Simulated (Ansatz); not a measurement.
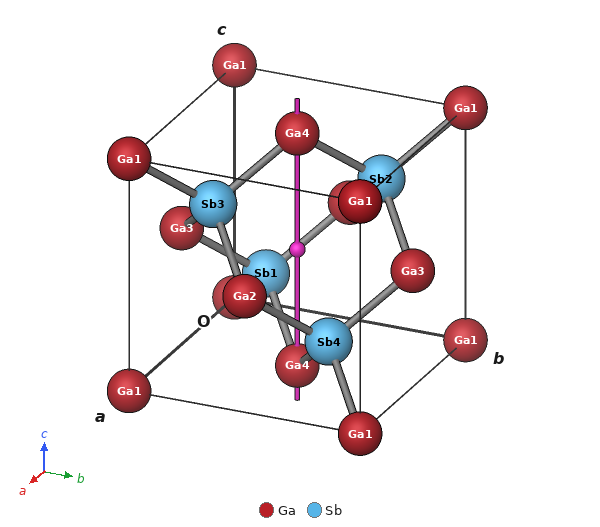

For GaSb, a calculation's input that goes back to an entry of the Crystallography Open Database (an earlier step may have relaxed or displaced it): the coloured rod is the axis of a symmetry operation of the crystal, the small sphere its inversion point. The drawing is computed from the coordinates (standard cell, symmetry found to 0.002 Å).

a = 6.118 Å, b = 6.118 Å, c = 6.118 Å, α = 90.00°, β = 90.00°, γ = 90.00°.

```
atom       x       y       z
 Ga1  0.0000  0.0000  0.0000
 Sb1  0.2500  0.2500  0.2500
 Ga2  0.0000  0.5000  0.5000
 Sb2  0.2500  0.7500  0.7500
 Ga3  0.5000  0.0000  0.5000
 Sb3  0.7500  0.2500  0.7500
 Ga4  0.5000  0.5000  0.0000
 Sb4  0.7500  0.7500  0.2500
```

Take the operation x, y, z → y, −x+1, −z+1.

### What kind of operation is it, and where does it lie?

It is a −4 rotoinversion axis with its inversion point at (1/2, 1/2, 1/2), along [0 0 1].

### Onto which atom does it carry each atom (up to whole multiples of a, b and c)?

Ga1 → Ga1, Sb1 → Sb2, Ga2 → Ga3, Sb2 → Sb4, Ga3 → Ga2, Sb3 → Sb1, Ga4 → Ga4, Sb4 → Sb3.
